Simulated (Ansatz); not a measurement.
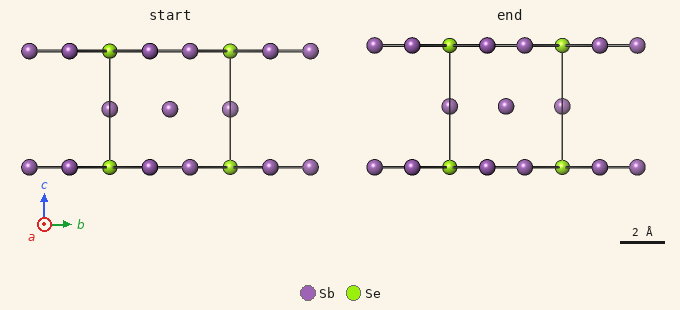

The structure of solid Sb5Se (a generated structure, set up in P6/mmm) before (left) and after (right) a relaxation, at one scale.

Style: ball-and-stick. Shown: the cell of the calculation, along the a axis.

Level of theory: Ansatz 0.2.0, DFT PBE, scalar-relativistic, plane waves, PAW; settings changed.

The input:
```yaml
crystal:
  lattice:
    - [6.42482731, 0.0, 0.0]
    - [-3.21241366, 5.56406367, 0.0]
    - [0.0, 0.0, 5.36631011]
  atoms:
    - { symbol: Sb, position: [0.33333333, 0.66666667, 0.0] }
    - { symbol: Sb, position: [0.66666667, 0.33333333, 0.0] }
    - { symbol: Sb, position: [0.5, 0.0, 0.5] }
    - { symbol: Sb, position: [0.5, 0.5, 0.5] }
    - { symbol: Sb, position: [0.0, 0.5, 0.5] }
    - { symbol: Se, position: [0.0, 0.0, 0.0] }
basis:
  ecutwfc: 420
kpoints:
  mp_grid: { grid: [6, 6, 8] }
hamiltonian:
  xc: pbe
scf:
  occupations: { method: fermi_dirac, width: 0.025 }
output:
  forces: true
  eigenvalues: true
  stress: true
relax:
  adjacent_minimum: "off"
  f_tol: 0.01
  max_steps: 80
  cell: { stress_tol: 0.05 }
```

Run as
```bash
ansatz run input.yaml --threads 1 --pin off --max-ram 2560MiB --backend cpu --events-out ev --progress --plain --runs-dir out
```

What changed between the two?

Answer. Over 4 accepted moves (5 points after the start) the energy falls by 67.5 meV per atom. All forces vanish by symmetry, so only the cell relaxes. The pressure goes from −3.32 to 0.00 GPa. The SCF was repeated once at an unchanged geometry on a basis and grid sized afresh for the cell, which shifted the energy by 0.5 meV per atom at most. No atom moves by more than 0.005 Å relative to the cell. The drawn cell changes as follows: a = b 6.425 → 6.004 Å (−6.6 %), c 5.366 → 5.627 Å (+4.9 %); the volume changes by −8.4 %. Near-neighbour distances that change, for instance: Sb1–Se6 3.709 → 3.466 Å. The space group stays P6/mmm (No. 191).
